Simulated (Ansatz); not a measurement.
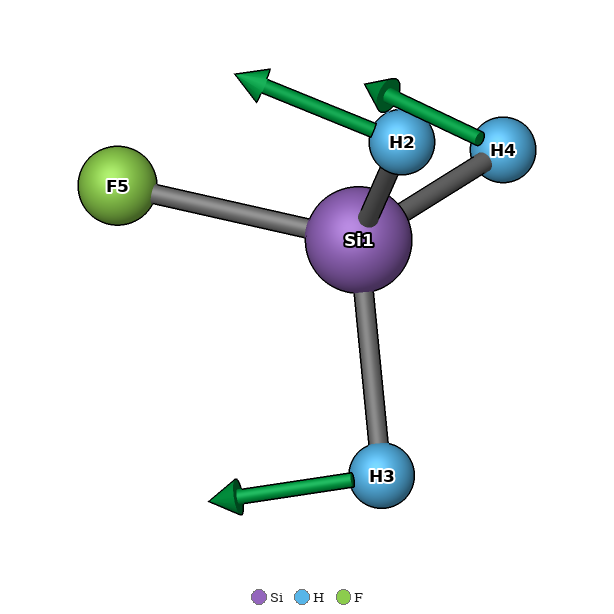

The arrows show one normal mode. Harmonic vibrations computed with RKS PBE0-D4/def2-TZVP (Ansatz 0.2.0) at a stationary point of the same level.

### Describe the motion.

Mostly angle bending.

### Estimate its harmonic wavenumber.

987 cm⁻¹; it is mode 6 of 9 counted from the lowest.
